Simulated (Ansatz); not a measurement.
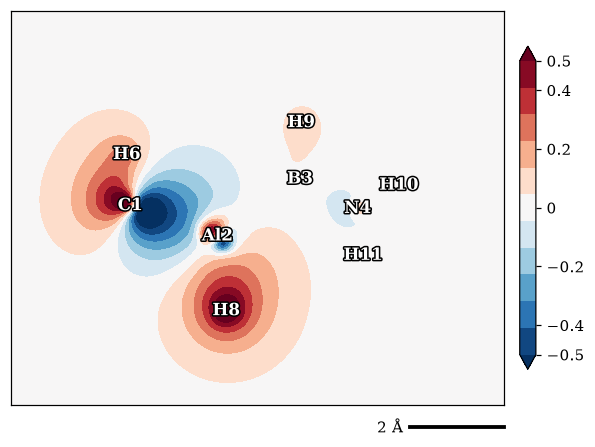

The picture shows: CH7AlBN (SMILES [CH3][AlH][BH]N). The HOMO−1 on the plane of atoms C1, Al2 and H8 (values in Å⁻³ᐟ²; the overall sign is arbitrary).

Geometry: PBE0-D4/def2-TZVP.

Theory: RKS PBE0-D4/def2-TZVPP in Ansatz 0.2.0.

```xyz
11

C    -0.9123    2.1138    0.2609
Al   -0.0722    0.5204   -0.5087
B     0.3916   -1.2942    0.5334
N     0.9860   -2.3339   -0.1735
H    -0.2772    2.9952    0.1167
H    -1.1236    2.0220    1.3288
H    -1.8561    2.3357   -0.2505
H     0.2967    0.5962   -2.0722
H     0.1842   -1.5119    1.6991
H     1.2357   -3.2194    0.2403
H     1.2123   -2.2808   -1.1538
```

Describe this orbital and give its energy.

By Hirshfeld shares it lies mainly on C1 (about 35 %), Al2 (about 25 %) and H8 (about 25 %). Its energy is −7.67 eV.
